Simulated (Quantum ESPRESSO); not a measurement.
# Magnetic state of CoSi (B20 Mn0Co4Si4) from several starts

Aim: find out which collinear order of CoSi (B20 Mn0Co4Si4) costs least.

Method: PBE; plane waves with GBRV 1.5 PBE potentials, no spin-orbit coupling, in Quantum ESPRESSO 7.5.

**1. Set-up**

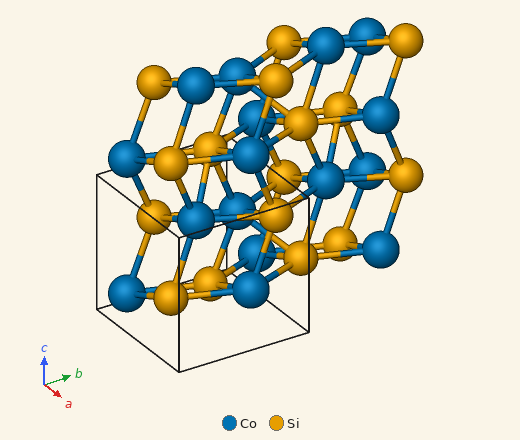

The starting structure, seen from a free direction (cobalt blue, silicon orange). 1×2×2 cells are drawn.

The cell was typed by rule, not taken from a database of measured structures.

**2. Run 1 (ferro ++++)**

The signs are those of the starting moments on the seeded atoms, the atoms that are given a moment.

pw.in

```
&CONTROL
  calculation = 'scf'
  prefix = 'pwscf'
  outdir = './tmp'
  pseudo_dir = './pseudo'
  disk_io = 'nowf'
/
&SYSTEM
  ibrav = 0
  celldm(1) = 8
  nat = 8
  ntyp = 2
  ecutwfc = 40
  ecutrho = 280
  nbnd = 57
  occupations = 'smearing'
  smearing = 'fd'
  degauss = 0.00367493
  nspin = 2
  starting_magnetization(1) = 0.0588
  starting_magnetization(2) = 0
/
&ELECTRONS
  conv_thr = 1.6d-08
  electron_maxstep = 150
  mixing_beta = 0.3
/
ATOMIC_SPECIES
Co     58.9332 co_pbe_v1.2.uspp.F.UPF
Si     28.0850 si_pbe_v1.uspp.F.UPF
CELL_PARAMETERS alat
   1.0497428622296    0.0000000000000    0.0000000000000
   0.0000000000000    1.0497428622296    0.0000000000000
   0.0000000000000    0.0000000000000    1.0497428622296
ATOMIC_POSITIONS crystal
Co      0.1430000000    0.1430000000    0.1430000000
Co      0.3570000000    0.8570000000    0.6430000000
Co      0.8570000000    0.6430000000    0.3570000000
Co      0.6430000000    0.3570000000    0.8570000000
Si      0.8440000000    0.8440000000    0.8440000000
Si      0.6560000000    0.1560000000    0.3440000000
Si      0.1560000000    0.3440000000    0.6560000000
Si      0.3440000000    0.6560000000    0.1560000000
K_POINTS automatic
10 10 10 0 0 0
```

Started as:

```bash
> OMP_NUM_THREADS=1 mpirun -n 4 pw.x -nk 4 -in pw.in > pw.out
```

Log:

```text
Program PWSCF v.7.5 starts

     Message from routine setup:
     using ibrav=0 with symmetry is DISCOURAGED, use correct ibrav instead

     K-points division:     npool     =       4
     Subspace diagonalization in iterative solution of the eigenvalue problem:

     G-vector sticks info
     --------------------
     sticks:   dense  smooth     PW     G-vecs:    dense   smooth      PW
     Sum        1581     885    277                46897    20197    3407

     Using Slab Decomposition

     bravais-lattice index     =            0
     lattice parameter (alat)  =       8.0000  a.u.
     unit-cell volume          =     592.2687 (a.u.)^3
     number of atoms/cell      =            8
     number of atomic types    =            2
     number of electrons       =        84.00
     number of Kohn-Sham states=           57
     kinetic-energy cutoff     =      40.0000  Ry
     charge density cutoff     =     280.0000  Ry
     scf convergence threshold =      1.6E-08
     mixing beta               =       0.3000
     number of iterations used =            8  plain     mixing
     Exchange-correlation= SLA  PW   PBE  PBE
                           (   1   4   3   4   0   0   0)

     celldm(1)=   8.000000  celldm(2)=   0.000000  celldm(3)=   0.000000
     celldm(4)=   0.000000  celldm(5)=   0.000000  celldm(6)=   0.000000

     crystal axes: (cart. coord. in units of alat)
               a(1) = (   1.049743   0.000000   0.000000 )
               a(2) = (   0.000000   1.049743   0.000000 )
               a(3) = (   0.000000   0.000000   1.049743 )

     reciprocal axes: (cart. coord. in units 2 pi/alat)
               b(1) = (  0.952614  0.000000  0.000000 )
               b(2) = (  0.000000  0.952614  0.000000 )
               b(3) = (  0.000000  0.000000  0.952614 )

     PseudoPot. # 1 for Co read from file:
     co_pbe_v1.2.uspp.F.UPF
     Pseudo is Ultrasoft + core correction, Zval = 17.0
     Generated by new atomic code, or converted to UPF format
     Using radial grid of  863 points,  6 beta functions with:
                l(1) =   0
                l(2) =   0
                l(3) =   1
                l(4) =   1
                l(5) =   2
                l(6) =   2
     Q(r) pseudized with  8 coefficients,  rinner =    1.200   1.200   1.200
                                                       1.200   1.200

     PseudoPot. # 2 for Si read from file:
     si_pbe_v1.uspp.F.UPF
     Pseudo is Ultrasoft + core correction, Zval =  4.0
     Generated by new atomic code, or converted to UPF format
     Using radial grid of  899 points,  6 beta functions with:
                l(1) =   0
                l(2) =   0
                l(3) =   1
                l(4) =   1
                l(5) =   2
                l(6) =   2
     Q(r) pseudized with  8 coefficients,  rinner =    0.900   0.900   0.900
                                                       0.900   0.900

     atomic species   valence    mass     pseudopotential
     Co               17.00    58.93320     Co( 1.00)
     Si                4.00    28.08500     Si( 1.00)

     Starting magnetic structure
     atomic species   magnetization
     Co              0.059
     Si              0.000

     12 Sym. Ops. (no inversion) found ( 9 have fractional translation)

   Cartesian axes

     site n.     atom                  positions (alat units)
         1        Co     tau(   1) = (   0.1501132   0.1501132   0.1501132  )
         2        Co     tau(   2) = (   0.3747582   0.8996296   0.6749847  )
         3        Co     tau(   3) = (   0.8996296   0.6749847   0.3747582  )
         4        Co     tau(   4) = (   0.6749847   0.3747582   0.8996296  )
         5        Si     tau(   5) = (   0.8859830   0.8859830   0.8859830  )
         6        Si     tau(   6) = (   0.6886313   0.1637599   0.3611115  )
         7        Si     tau(   7) = (   0.1637599   0.3611115   0.6886313  )
         8        Si     tau(   8) = (   0.3611115   0.6886313   0.1637599  )

     number of k points=    76  Fermi-Dirac smearing, width (Ry)=  0.0037
                       cart. coord. in units 2pi/alat
        k(    1) = (   0.0000000   0.0000000   0.0000000), wk =   0.0010000
        k(    2) = (   0.0000000   0.0000000   0.0952614), wk =   0.0060000
        k(    3) = (   0.0000000   0.0000000   0.1905228), wk =   0.0060000
        k(    4) = (   0.0000000   0.0000000   0.2857843), wk =   0.0060000
        k(    5) = (   0.0000000   0.0000000   0.3810457), wk =   0.0060000
        [... 71 further k-points ...]

     Dense  grid:    46897 G-vectors     FFT dimensions: (  48,  48,  48)

     Smooth grid:    20197 G-vectors     FFT dimensions: (  36,  36,  36)

     Check: negative core charge=   -0.000026
     Generating pointlists ...
     new r_m :   0.2243 (alat units)  1.7940 (a.u.) for type    1
     new r_m :   0.2243 (alat units)  1.7940 (a.u.) for type    2

     Initial potential from superposition of free atoms

     starting charge      79.9973, renormalised to      84.0000
     Starting wfcs are   68 randomized atomic wfcs

     Self-consistent Calculation

     iteration #  1     ecut=    40.00 Ry     beta= 0.30
     Davidson diagonalization with overlap
     ethr =  1.00E-02,  avg # of iterations =  3.8

     total energy              =   -1210.89821352 Ry
     estimated scf accuracy    <      62.50372326 Ry

     total magnetization       =     0.87 Bohr mag/cell
     absolute magnetization    =     1.39 Bohr mag/cell

     iteration #  2     ecut=    40.00 Ry     beta= 0.30
     Davidson diagonalization with overlap
     ethr =  1.00E-02,  avg # of iterations =  3.0

     total energy              =   -1229.59388818 Ry
     estimated scf accuracy    <      48.50708099 Ry

     total magnetization       =     0.14 Bohr mag/cell
     absolute magnetization    =     0.22 Bohr mag/cell

     iteration #  3     ecut=    40.00 Ry     beta= 0.30
     Davidson diagonalization with overlap
     ethr =  1.00E-02,  avg # of iterations =  2.0

     total energy              =   -1232.86475799 Ry
     estimated scf accuracy    <       3.13427647 Ry

     total magnetization       =     0.43 Bohr mag/cell
     absolute magnetization    =     1.04 Bohr mag/cell

     [... further iterations left out ...]

     iteration # 14     ecut=    40.00 Ry     beta= 0.30
     Davidson diagonalization with overlap
     ethr =  1.06E-08,  avg # of iterations =  2.0

     total energy              =   -1232.68363279 Ry
     estimated scf accuracy    <       0.00000211 Ry

     total magnetization       =     0.00 Bohr mag/cell
     absolute magnetization    =     0.00 Bohr mag/cell

     iteration # 15     ecut=    40.00 Ry     beta= 0.30
     Davidson diagonalization with overlap
     ethr =  2.52E-09,  avg # of iterations =  1.8

     total energy              =   -1232.68363309 Ry
     estimated scf accuracy    <       0.00000118 Ry

     total magnetization       =     0.00 Bohr mag/cell
     absolute magnetization    =     0.00 Bohr mag/cell

     iteration # 16     ecut=    40.00 Ry     beta= 0.30
     Davidson diagonalization with overlap
     ethr =  1.41E-09,  avg # of iterations =  1.0

     total energy              =   -1232.68363319 Ry
     estimated scf accuracy    <       0.00000004 Ry

     total magnetization       =     0.00 Bohr mag/cell
     absolute magnetization    =     0.00 Bohr mag/cell

     iteration # 17     ecut=    40.00 Ry     beta= 0.30
     Davidson diagonalization with overlap
     ethr =  4.70E-11,  avg # of iterations =  4.0

     Magnetic moment per site  (integrated on atomic sphere of radius R)
     atom   1 (R=0.224)  charge= 15.3338  magn= -0.0000
     atom   2 (R=0.224)  charge= 15.3338  magn= -0.0000
     atom   3 (R=0.224)  charge= 15.3338  magn= -0.0000
     atom   4 (R=0.224)  charge= 15.3338  magn= -0.0000
     atom   5 (R=0.224)  charge=  1.7390  magn=  0.0000
     atom   6 (R=0.224)  charge=  1.7390  magn=  0.0000
     atom   7 (R=0.224)  charge=  1.7390  magn=  0.0000
     atom   8 (R=0.224)  charge=  1.7390  magn=  0.0000

     End of self-consistent calculation

     Number of k-points >= 100: set verbosity='high' to print the bands.

     the Fermi energy is    16.4193 ev

!    total energy              =   -1232.68363320 Ry
     estimated scf accuracy    <       0.00000001 Ry
     smearing contrib. (-TS)   =      -0.00104402 Ry
     internal energy E=F+TS    =   -1232.68258918 Ry

     The total energy is F=E-TS. E is the sum of the following terms:
     one-electron contribution =    -813.30155019 Ry
     hartree contribution      =     458.73520549 Ry
     xc contribution           =    -148.87175748 Ry
     ewald contribution        =    -729.24448699 Ry

     total magnetization       =    -0.00 Bohr mag/cell
     absolute magnetization    =     0.00 Bohr mag/cell

     convergence has been achieved in  17 iterations

=------------------------------------------------------------------------------=
   JOB DONE.
=------------------------------------------------------------------------------=
```

Elapsed: 7 min, on 4 MPI ranks of Intel Xeon at 2.50GHz (Skylake/Cascade Lake), shared host; peak memory 0.82 GiB; 25 min of CPU time.

The spin moment in the atom's sphere vanishes on all atoms.

Numbers from this step:

| Property | Result |
| --- | --- |
| smearing term TS | 0.01420 eV |
| magnetization | 0 μB |
| absolute magnetization | 0 μB |
| final state | non-magnetic |

(Part 1 of 2 ends here.)

[Logs and program files are shortened in this print: banners, set-up blocks, solver, clock and traceback lines can be left out without a mark of their own.]

[Logs are printed without paths, hosts, clocks, repeated set-up lines and the standing remarks that a program may print on its own settings, such as how far it seeks lower states.]

[Hosts, paths, dates, database ids (printed as entryN), source tags and the programs' standing remarks are cut or masked in the printed files.]

[Where a cell is said to come from a database of computed structures, the database is the Materials Project.]
